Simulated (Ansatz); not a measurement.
# C$_{6}$H$_{16}$Cl$_{2}$GeN$_{2}$: what the fields show

```xyz
27

C    -2.2507   -0.6433   -2.5113
C    -1.9383    0.5191   -1.5855
N    -0.6372    0.3933   -0.9510
C     0.4908    0.6239   -1.8304
Ge   -0.4440    0.8992    0.7701
Cl   -2.1130    0.0722    1.8623
Cl   -0.6107    3.0452    0.9871
N     1.1593    0.3767    1.4490
C     1.8337    1.2559    2.3856
C     1.3129   -1.0243    1.8285
C     0.8698   -2.0158    0.7743
H    -3.2459   -0.5214   -2.9455
H    -2.2266   -1.5866   -1.9617
H    -1.5388   -0.7104   -3.3366
H    -2.7039    0.5649   -0.8071
H    -1.9987    1.4664   -2.1432
H     1.4214    0.6016   -1.2611
H     0.4244    1.5936   -2.3449
H     0.5527   -0.1592   -2.5924
H     2.9039    1.0231    2.3826
H     1.4689    1.1422    3.4167
H     1.7156    2.2987    2.0960
H     0.7900   -1.2321    2.7755
H     2.3808   -1.1731    2.0295
H     1.0913   -3.0289    1.1168
H    -0.2027   -1.9620    0.5789
H     1.3934   -1.8492   -0.1689
```

Geometry: PBE0-D4/def2-TZVP.

These are results of Ansatz 0.2.0, RKS PBE0-D4/def2-TZVPP, not measurements.

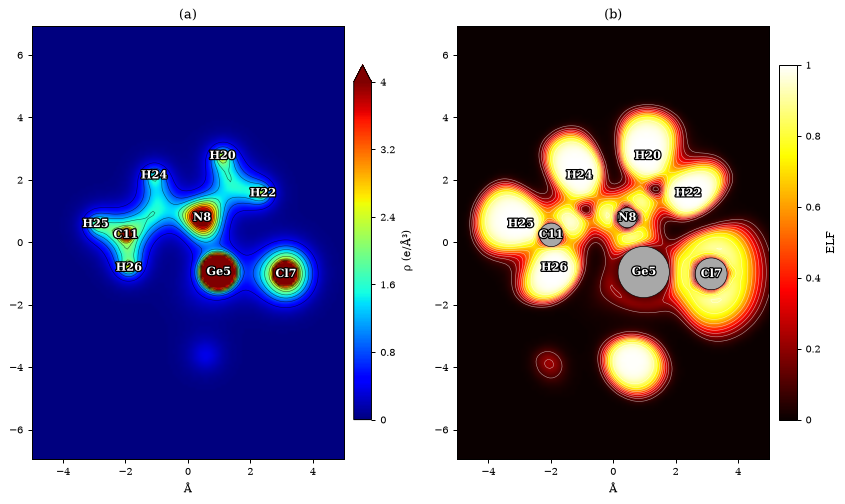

Figure 1. (a) electron density; (b) ELF on the plane of atoms Cl7, Ge5 and N8. Grey discs cover the atomic cores in the ELF map.

What does the map show?

Atoms in the plane: Ge, Cl, N, C and H.
Ge–N (1.82 Å): ρ at the midpoint is about 1 e/Å³; the ELF peaks at about 0.85 in the valence shell of N, 0.7 Å from its nucleus, and is about 0.50 at the midpoint.
Ge–Cl (2.16 Å): ρ at the midpoint is about 0.77 e/Å³; the ELF peaks at about 0.85 in the valence shell of Cl, 0.9 Å from its nucleus, and is about 0.70 at the midpoint.
C–H (1.09 Å): ρ at the midpoint is about 2 e/Å³; the ELF climbs to about 1 towards the hydrogen, as it does in any bond to H; an ordinary covalent bond to hydrogen.
The ELF also peaks beside Cl7, away from the bonds: lone-pair regions.

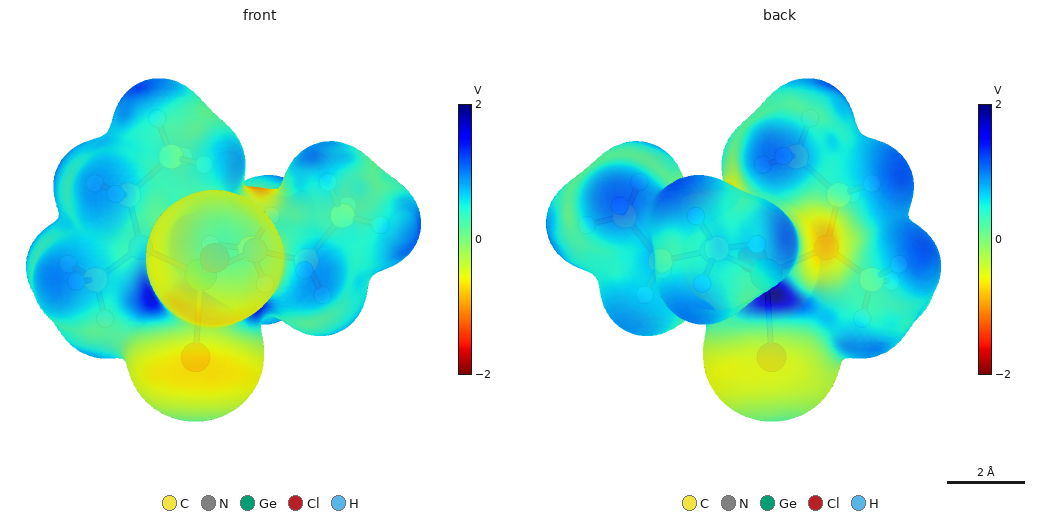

Figure 2. The molecular electrostatic potential painted on the density surface at 0.004 e/bohr³, seen from the front and from behind; red is negative and blue positive.

Describe the electrostatic potential map.

The most negative region (about −0.8 V, or −18 kcal/mol for a unit charge) lies over N3 and N8, the most positive (about +1.5 V, or +35 kcal/mol for a unit charge) over Ge5. Cl6 shows a σ-hole: about +0.2 V at the tip opposite its bond, against about −0.4 V, or −9 kcal/mol for a unit charge on its flanks.

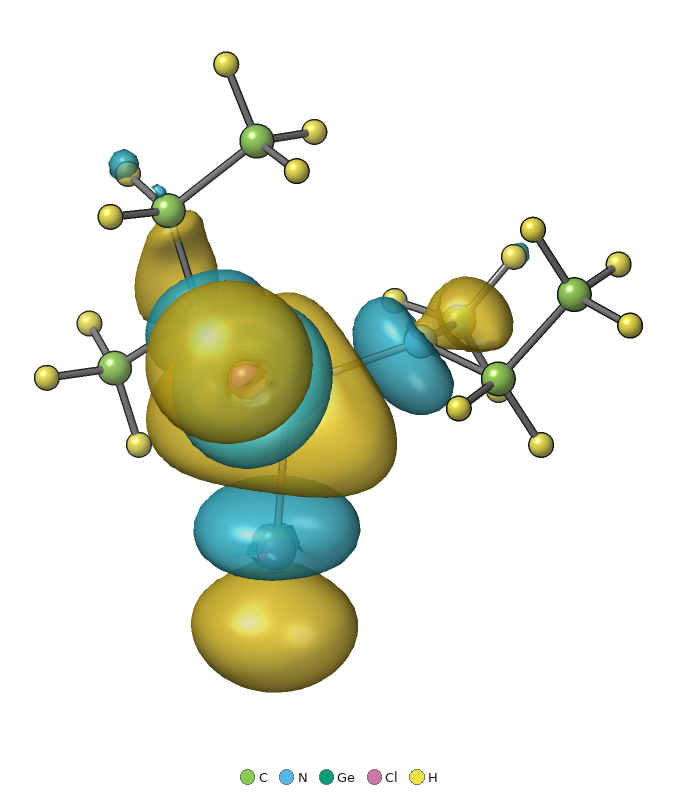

Figure 3. The LUMO at ±0.08 Å⁻³ᐟ² (yellow and cyan are the two phases), seen at a tilt.

What is the character of this orbital?

It lies mainly on Ge5 (about 30 %), Cl6 (about 25 %), Cl7 (about 25 %), N8 (about 5 %) and N3 (about 5 %). Its energy is −0.23 eV.
